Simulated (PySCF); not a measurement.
# BCl3, SMILES `ClB(Cl)Cl`: electronic structure

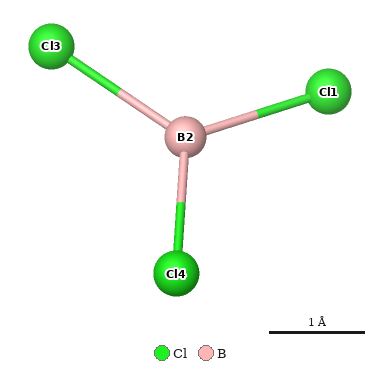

The molecule, with its atoms numbered as below. No frequency check shows the geometry to be a minimum.

Coordinates in Å:

```
Cl1     -1.7201   -0.1071    0.0000
B2       0.0001    0.0000    0.0000
Cl3      0.9528   -1.4361    0.0000
Cl4      0.7673    1.5432    0.0000
```

Part 1: Bonding charge

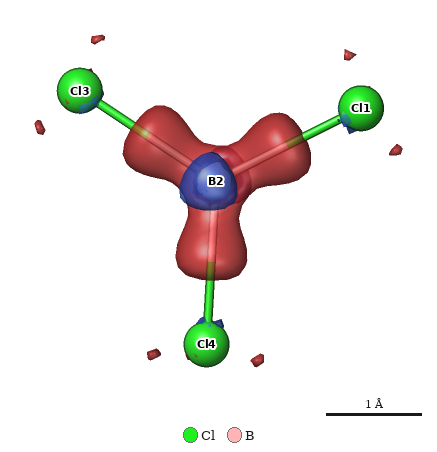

Deformation density (molecule less spherical, spin-averaged free atoms at the same positions), surfaces at ±0.14 e/Å³; red: gain, blue: loss.

PySCF calculation, ωB97X/6-31G*, gas phase; geometry: GFN2-xTB.

**Describe the bonding that the map shows.**

B2–Cl3, B2–Cl4 and Cl1–B2: +0.28 e/Å³ at the bond critical point (bond length 1.72 Å, Mayer order 1.3). In all, 0.9 electrons gather in the regions of gain relative to the promolecule.

**Where do the Hirshfeld charges lie?**

The highest Hirshfeld charge is on B2 (+0.18 e), the lowest on Cl1, Cl3 and Cl4 (−0.06 e).

```
atom  charge (e)
 Cl1       −0.06
  B2       +0.18
 Cl3       −0.06
 Cl4       −0.06
```

Part 2: Bond critical points

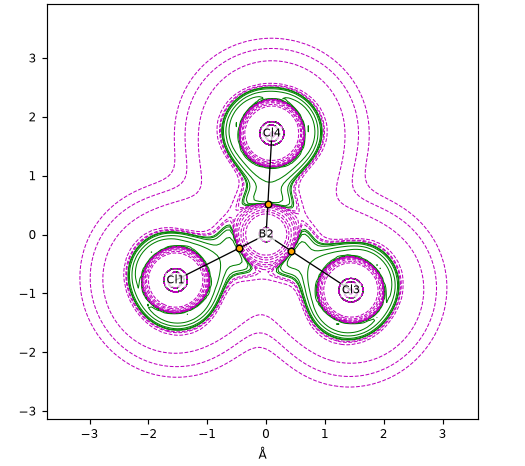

Negative Laplacian of the density (−∇²ρ) in the molecular plane (solid green lines positive, dashed magenta lines negative, contours at ±0.02 to ±8 a.u.), with bond paths and bond critical points (dots).

**At which bond critical points in this plane is charge locally concentrated, and at which depleted?**

Concentrated (∇²ρ < 0): B2–Cl3, B2–Cl4 and Cl1–B2 (−0.01 a.u.). At none is it depleted.

**Where along B2–Cl3 does the critical point lie?**

0.51 Å from B2 and 1.21 Å from Cl3.

Part 3: Local ionisation energy

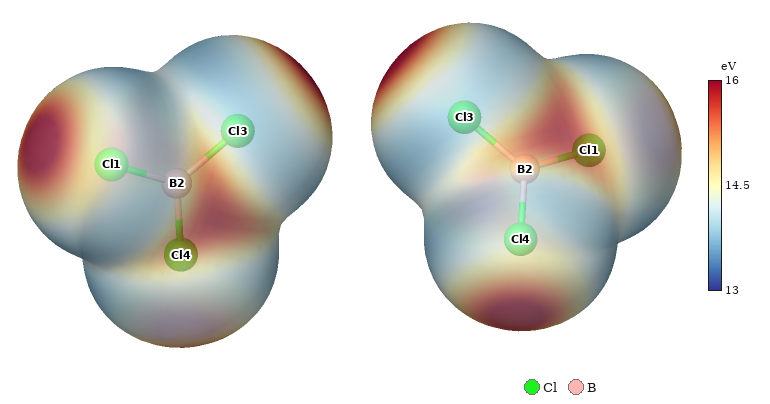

Average local ionisation energy on the surface of electron density 0.001 a.u. (back view left, front view right).

**Where are the most loosely bound electrons on this surface?**

The lowest value is 13.6 eV, 2.1 Å from Cl4, and at like points elsewhere. For comparison, the highest occupied orbital lies at −11.5 eV.

Part 4: Excited states

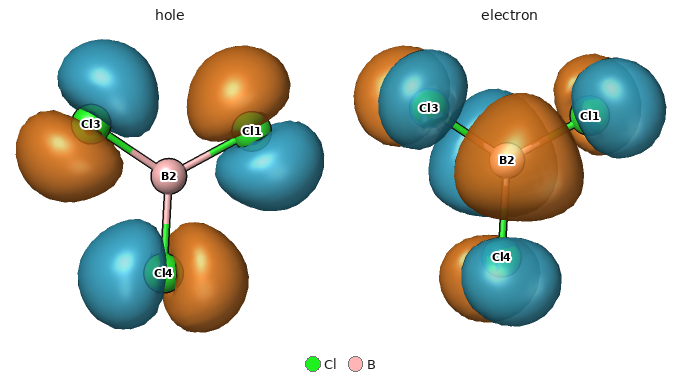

Leading natural transition orbital pair of S₁ (full linear response singlet states); the surfaces enclose about 85 % of each orbital's density.

Level of theory: CAM-B3LYP/def2-SVPD (PySCF), at a geometry from GFN2-xTB.

**Give its energy and the atoms that hole and electron lie on.**

5.91 eV (210 nm), f = 0.000 (dark); the leading pair carries 100 %; hole on Cl1, Cl3 and Cl4 (32 % each), electron on B2 (46 %) and Cl1, Cl3 and Cl4 (18 % each); their centroids lie 0.0 Å apart. In canonical orbitals it is mainly HOMO → LUMO (99 %). The HOMO–LUMO gap is 9.91 eV.

Part 5: In an electric field

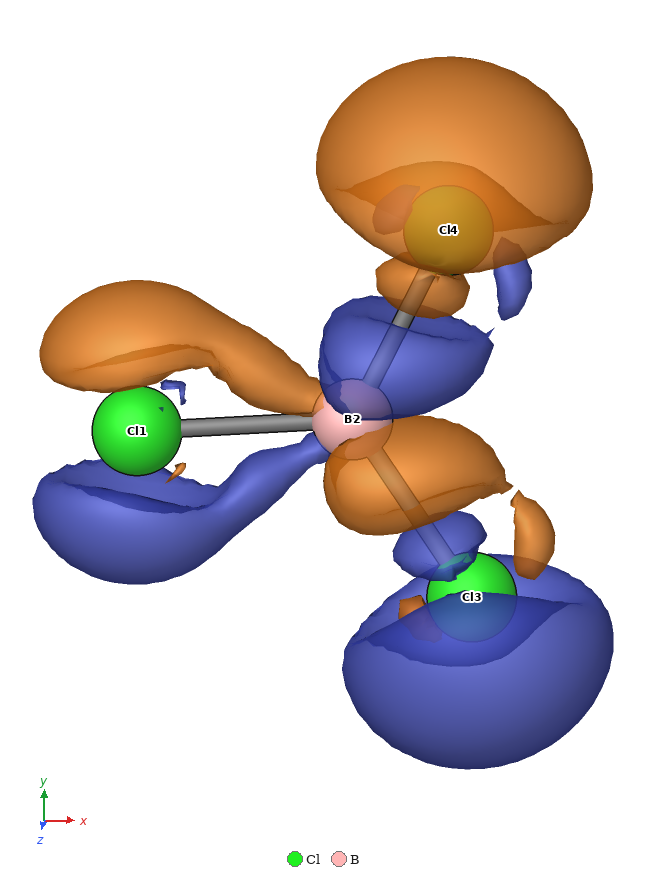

Change of the electron density in a uniform field of 0.26 V/Å, surfaces at ±0.002 e/Å³ (orange: gain, blue: loss).

Method: ωB97X/def2-SVP; geometry: GFN2-xTB; program: PySCF. A basis without diffuse functions makes polarisabilities too small.

**Along which Cartesian direction does the field point?**

Along −y: electrons gather on the +y side, against the field.

**How large is the response?**

The induced dipole is 0.53 D (along the field); α along this axis, from the fields in both directions, is 41 bohr³ (6.1 Å³).

**Which atoms gain and lose the most charge?**

Electrons gather most on Cl4 (Hirshfeld charge changes by −0.021 e) and leave Cl3 most (+0.020 e); 0.045 electrons are displaced in all.

Part 6: Localised orbitals

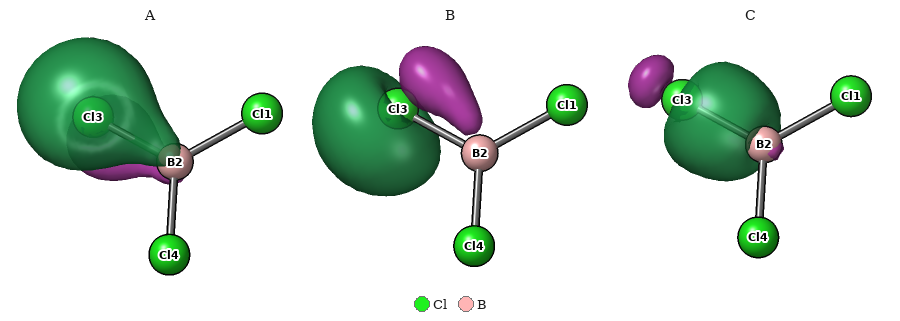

Foster–Boys orbitals, occupied; each surface holds about 85 % of the orbital's density. Energies are diagonal elements of the Fock matrix.

Method: PBE/6-31+G*; geometry: GFN2-xTB; program: PySCF. This is a single-reference result, which may miss multireference character in this system.

**Name the orbitals, with their atomic make-up and energies.**

By panel:
- A: lone pair on Cl3 (sp3.8-type) (Cl3 91 %, B2 9 %; −11.4 eV)
- B: lone pair on Cl3 (sp2.1-type) (Cl3 97 %; −12.1 eV)
- C: σ bond Cl3–B2 (Cl3 64 %, B2 36 %; −15.6 eV)

**Which has the smallest and which the largest spatial spread?**

Smallest: C (0.90 Å); largest: A (1.05 Å).

**How do all the valence pairs divide up?**

12 pairs: 9 lone pairs and 3 σ bonds.
